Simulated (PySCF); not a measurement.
# One shape, several levels: CH4F2Ge (SMILES [CH3][GeH]([F])[F])

We compute a comparison of 5 runs (HF/3-21G, HF/pcseg-1, HF/def2-SVP, PBE0/def2-SVP, BLYP/def2-TZVP) of CH4F2Ge. 

The results are computed with PySCF 2.14.0.

### 1 The structure to begin with

CH4F2Ge has 8 atoms, charge 0, and is taken as a singlet. SMILES: `[CH3][GeH]([F])[F]`. The shape is that of a PBE0-D4/def2-TZVP optimisation.

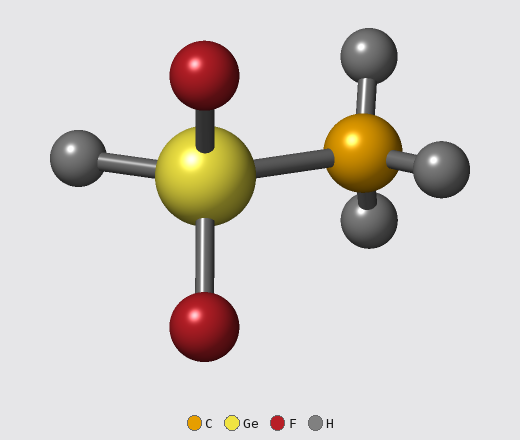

Viewed from a chosen angle; carbon amber, germanium yellow, fluorine red, hydrogen grey.

### 2 Energy and forces at HF/3-21G (run 1)

job.py reads:

```python
from pyscf import gto, scf

mol = gto.Mole()
mol.atom = '''
C     -0.327500     0.971500    -0.228700
Ge     0.203500    -0.811600     0.254400
F      1.873600    -0.782400     0.707300
F      0.164100    -1.799000    -1.166500
H     -1.357000     0.970900    -0.588000
H     -0.248000     1.632700     0.634700
H      0.329200     1.333300    -1.020100
H     -0.545800    -1.572800     1.351200
'''
mol.charge = 0
mol.max_memory = 1860
mol.basis = '3-21g'
mol.spin = 0
mol.verbose = 4
mol.build()

mf = scf.RHF(mol)
mf.conv_tol = 1e-10
mf.kernel()
if not mf.converged:
    mf = mf.newton().run(mf.mo_coeff, mf.mo_occ)

e_tot = mf.e_tot
print('Final energy', e_tot)
grad = mf.nuc_grad_method().kernel()
mf.analyze()
```

Run with:

```console
$ OMP_NUM_THREADS=1 python job.py
```

Standard output:

```text
PySCF version 2.14.0

[... 76 lines left out ...]
One-electron Energy =                -3848.881348596533371
[... 7 lines left out ...]
MO #3   energy= -46.0309756130044  occ= 2
[... 5 lines left out ...]
MO #9   energy= -7.23072233530856  occ= 2
[... 5 lines left out ...]
MO #15  energy= -1.63259640601381  occ= 2
[... 5 lines left out ...]
MO #21  energy= -0.740963513923786 occ= 2
[... 5 lines left out ...]
MO #27  energy= -0.578310887273645 occ= 2
[... 5 lines left out ...]
MO #33  energy= 0.206424563000759  occ= 0
[... 5 lines left out ...]
MO #39  energy= 0.499698319238314  occ= 0
[... 5 lines left out ...]
MO #45  energy= 1.284722550187     occ= 0
[... 5 lines left out ...]
MO #51  energy= 2.29780758085578   occ= 0
[... 5 lines left out ...]
MO #57  energy= 3.88516895311034   occ= 0
[... 29 lines left out ...]
pop of  1 Ge 3dyz         1.99557
pop of  1 Ge 3dz^2        1.99720
pop of  1 Ge 3dxz         1.99833
pop of  1 Ge 3dx2-y2      1.99512
pop of  2 F 1s            1.99990
pop of  2 F 2s            1.86916
pop of  2 F 3s            0.00306
pop of  2 F 2px           1.74956
pop of  2 F 2py           1.94221
pop of  2 F 2pz           1.92589
pop of  2 F 3px           0.00244
pop of  2 F 3py           0.00108
pop of  2 F 3pz           0.00104
pop of  3 F 1s            1.99990
pop of  3 F 2s            1.86918
pop of  3 F 3s            0.00306
pop of  3 F 2px           1.93690
pop of  3 F 2py           1.87841
pop of  3 F 2pz           1.80235
pop of  3 F 3px           0.00085
pop of  3 F 3py           0.00165
pop of  3 F 3pz           0.00206
pop of  4 H 1s            0.87043
pop of  4 H 2s            0.00870
pop of  5 H 1s            0.87047
pop of  5 H 2s            0.00870
pop of  6 H 1s            0.86284
pop of  6 H 2s            0.00923
pop of  7 H 1s            1.12802
pop of  7 H 2s            0.00279
 ** Mulliken atomic charges  **
charge of    0C =     -0.56398
charge of    1Ge =      1.31385
charge of    2F =     -0.49435
charge of    3F =     -0.49435
charge of    4H =      0.12087
charge of    5H =      0.12083
charge of    6H =      0.12793
charge of    7H =     -0.13081
Dipole moment(X, Y, Z, Debye): -2.54387,  2.13866,  1.16058
```

It took 5.4 s on 1 thread of Intel Xeon at 2.50GHz (Skylake/Cascade Lake), shared host; peak memory 0.13 GiB.

### 3 Energy and gradient at HF/pcseg-1 (run 2)

geometry.xyz reads:

```xyz
8

C     -0.327500     0.971500    -0.228700
Ge     0.203500    -0.811600     0.254400
F      1.873600    -0.782400     0.707300
F      0.164100    -1.799000    -1.166500
H     -1.357000     0.970900    -0.588000
H     -0.248000     1.632700     0.634700
H      0.329200     1.333300    -1.020100
H     -0.545800    -1.572800     1.351200
```

run.py reads:

```python
from pyscf import gto

mol = gto.Mole()
mol.atom = 'geometry.xyz'
mol.max_memory = 1860
mol.verbose = 3
mol.spin = 0
mol.basis = 'pcseg-1'
mol.build()

hf = mol.RHF()
hf.conv_tol = 1e-10
hf.kernel()
if not hf.converged:
    hf = hf.newton().run(hf.mo_coeff, hf.mo_occ)

e_final = hf.e_tot
print('E = %.10f Eh' % e_final)
grad = hf.nuc_grad_method().kernel()
hf.analyze()
```

Run with:

```console
$ OMP_NUM_THREADS=1 python run.py
```

Standard output:

```text
converged SCF energy = -2314.17547936576
[... 10 lines left out ...]
MO #1   energy= -405.223833768135  occ= 2
[... 7 lines left out ...]
MO #9   energy= -7.25683982069989  occ= 2
[... 7 lines left out ...]
MO #17  energy= -1.72772664778676  occ= 2
[... 7 lines left out ...]
MO #25  energy= -0.632530157700545 occ= 2
[... 7 lines left out ...]
MO #33  energy= 0.170470374153658  occ= 0
[... 7 lines left out ...]
MO #41  energy= 0.497483058107794  occ= 0
[... 7 lines left out ...]
MO #49  energy= 0.844848876922875  occ= 0
[... 7 lines left out ...]
MO #57  energy= 1.42751477330657   occ= 0
[... 7 lines left out ...]
MO #65  energy= 2.18509003712651   occ= 0
[... 7 lines left out ...]
MO #73  energy= 2.5044234490677    occ= 0
[... 7 lines left out ...]
MO #81  energy= 2.94646872669008   occ= 0
[... 7 lines left out ...]
MO #89  energy= 3.55424864831349   occ= 0
[... 9 lines left out ...]
Dipole moment(X, Y, Z, Debye): -2.65644,  2.24335,  1.20674
```

It took 33 s on 1 thread of Intel Xeon at 2.50GHz (Skylake/Cascade Lake), shared host; peak memory 0.18 GiB.

Runs 3 to 4 aren't shown in full; the table further down has their settings and results.

### 4 Energy and forces at BLYP/def2-TZVP (run 5)

calc.py reads:

```python
from pyscf import gto, dft

mol = gto.M(
    atom='''
C   -0.327500   0.971500  -0.228700
Ge   0.203500  -0.811600   0.254400
F    1.873600  -0.782400   0.707300
F    0.164100  -1.799000  -1.166500
H   -1.357000   0.970900  -0.588000
H   -0.248000   1.632700   0.634700
H    0.329200   1.333300  -1.020100
H   -0.545800  -1.572800   1.351200
''',
    verbose=4,
    basis='def2-tzvp',
    charge=0,
    max_memory=1860,
)

mf = dft.RKS(mol, xc='blyp')
mf.conv_tol = 1e-10
mf.grids.level = 5
mf.kernel()
if not mf.converged:
    mf = mf.newton().run(mf.mo_coeff, mf.mo_occ)

energy = mf.e_tot
print('E(%s) = %.9f' % ('BLYP', energy))
grad = mf.nuc_grad_method().kernel()
dip = mf.dip_moment()
pop, q = mf.mulliken_pop()
```

Run with:

```console
$ OMP_NUM_THREADS=1 python calc.py
```

Standard output:

```text
PySCF version 2.14.0

[... 82 lines left out ...]
converged SCF energy = -2317.41181226231
[... 13 lines left out ...]
Dipole moment(X, Y, Z, Debye): -2.13024,  1.99675,  0.86044
[... 135 lines left out ...]
pop of  3 F 4f-3          0.00001
pop of  3 F 4f-2          0.00003
pop of  3 F 4f-1          0.00006
pop of  3 F 4f+0          0.00003
pop of  3 F 4f+1          0.00002
pop of  3 F 4f+2          0.00003
pop of  3 F 4f+3          0.00000
pop of  4 H 1s            0.27829
pop of  4 H 2s            0.47071
pop of  4 H 3s            0.09644
pop of  4 H 2px           0.01133
pop of  4 H 2py           0.00569
pop of  4 H 2pz           0.00563
pop of  5 H 1s            0.27830
pop of  5 H 2s            0.47072
pop of  5 H 3s            0.09646
pop of  5 H 2px           0.00476
pop of  5 H 2py           0.00878
pop of  5 H 2pz           0.00911
pop of  6 H 1s            0.27791
pop of  6 H 2s            0.46687
pop of  6 H 3s            0.09030
pop of  6 H 2px           0.00734
pop of  6 H 2py           0.00694
pop of  6 H 2pz           0.00884
pop of  7 H 1s            0.24783
pop of  7 H 2s            0.52312
pop of  7 H 3s            0.25947
pop of  7 H 2px           0.00185
pop of  7 H 2py           0.00208
pop of  7 H 2pz           0.00316
 ** Mulliken atomic charges  **
charge of    0C =     -0.43861
charge of    1Ge =      0.77190
charge of    2F =     -0.35065
charge of    3F =     -0.35070
charge of    4H =      0.13191
charge of    5H =      0.13187
charge of    6H =      0.14179
charge of    7H =     -0.03750
```

It took 3.7 min on 1 thread of Intel Xeon at 2.50GHz (Skylake/Cascade Lake), shared host; peak memory 2.1 GiB.

### 5 Overview of the runs

```csv
run,level,integration grid,energy (Eh),dipole moment (D),HOMO energy (eV),LUMO energy (eV),wall time
1,HF/3-21G,–,-2303.248625,3.52,-12.78,4.92,5.4 s
2,HF/pcseg-1,–,-2314.175479,3.68,-13.03,3.84,33 s
3,HF/def2-SVP,–,-2314.071803,3.54,-12.96,4.09,24 s
4,PBE0/def2-SVP,5,-2316.332044,3.16,-9.37,0.99,70 s
5,BLYP/def2-TZVP,5,-2317.411812,3.04,-7.88,-0.31,3.7 min
```

### 6 Summary of results

```
                       quantity           value
            run 5: total energy  -2317.41181 Eh
           run 5: dipole moment          3.04 D
             run 5: HOMO energy        -7.88 eV
             run 5: LUMO energy        -0.31 eV
           run 5: HOMO–LUMO gap         7.56 eV
run 5: largest force on an atom      1.001 eV/Å
```

What this shows: The dipole moment (its size) runs from 3.04 D (BLYP/def2-TZVP) to 3.68 D (HF/pcseg-1). The two ends differ in method and basis. The HOMO–LUMO gap runs from 7.56 eV (BLYP/def2-TZVP) to 17.70 eV (HF/3-21G). Totals of different functionals can't be ranked against each other. All runs together took 5.9 min, the longest 3.7 min.
